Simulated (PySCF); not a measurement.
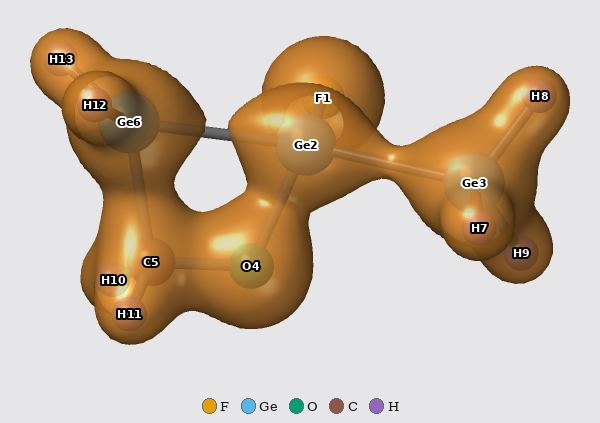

Figure. CH7FGe3O. Isosurface of the electron density at 0.5 e/Å³ (orange), seen across its widest extent.

Geometry: GFN2-xTB.

These are results of wB97X-D/def2-SVPD, SCF density, gas phase in PySCF, not measurements.

The calculation's input:

```
{"job": {"kind": "uv", "xc": "wB97X-D", "basis": "def2-SVPD", "nstates": 8, "ntriplets": 3}, "charge": 0, "multiplicity": 1}
F      0.460355     0.269199    -2.327311
Ge     0.459679     0.327198    -0.489228
Ge     2.740042    -0.468605     0.002349
O     -0.590789    -1.095413     0.050498
C     -1.874829    -0.658221     0.376220
Ge    -1.736954     1.360672     0.193433
H      2.977626    -0.574453     1.488739
H      3.826678     0.443703    -0.511468
H      3.015571    -1.828439    -0.573370
H     -2.615894    -1.078100    -0.313043
H     -2.133909    -0.972044     1.393994
H     -1.864019     2.195236     1.485259
H     -2.667945     2.079755    -0.793800
```

Run with:

```sh
OMP_NUM_THREADS=1 python probes_run.py task.json out
```

Which contacts does the surface bridge?

Answer. At this value the surface is in one piece. It bridges the sampled C–O (1.39 Å), Ge–F (1.84 Å), Ge–O (1.85 Å) and C–Ge (2.03 Å) contacts, where the density stays above the isovalue. On the grid the lowest density along these lines, outside the cores, is 1.8 e/Å³ (C–O, 1.39 Å), 0.71 e/Å³ (Ge–F, 1.84 Å), 0.81 e/Å³ (Ge–O, 1.85 Å) and 0.8 e/Å³ (C–Ge, 2.03 Å).
